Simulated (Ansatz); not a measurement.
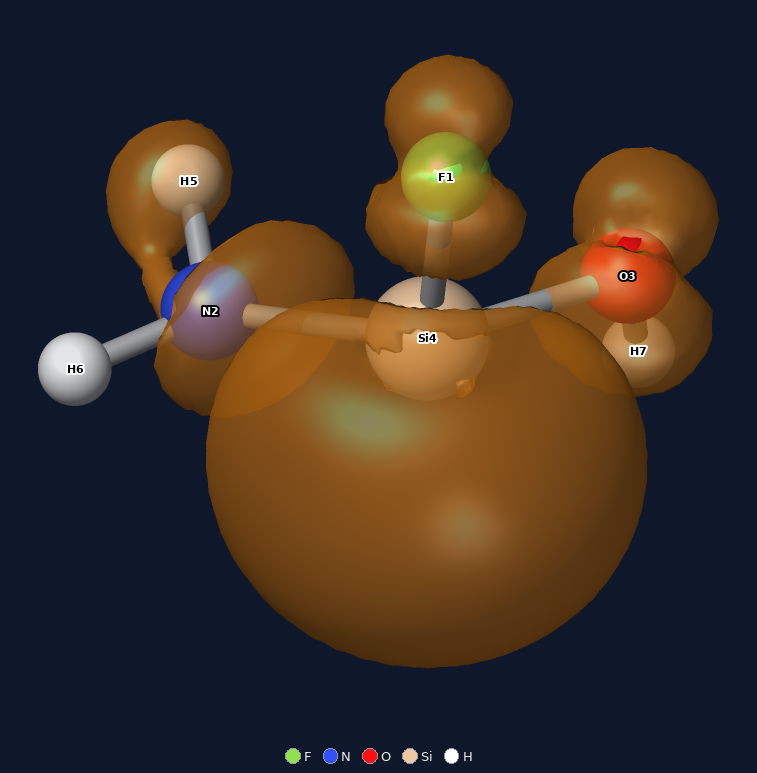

Figure. FH3NOSi (SMILES N[Si](O)F) (doublet). Isosurfaces of the spin density (α minus β) at +0.015 (orange) and −0.015 e/Å³ (purple), seen from one side.

Geometry: PBE0-D3(BJ)/pcseg-1.

The calculation used Ansatz, isolated molecule in a Gaussian basis; Kohn-Sham density functional theory, functional PBE0.

```xyz
7

F     0.4258    2.7566    2.1918
N    -0.2296    0.6012    3.8815
O     0.8263    0.3612    1.3675
Si    0.8607    1.2832    2.7464
H    -1.1683    0.3434    3.5882
H    -0.2134    0.9000    4.8491
H     1.0093   -0.5758    1.5081
```

### Where is the unpaired spin?

The unpaired spin (1 electron) lies mostly on Si4 (about 0.8) and O3 (about 0.1), in electrons by Hirshfeld's partition.
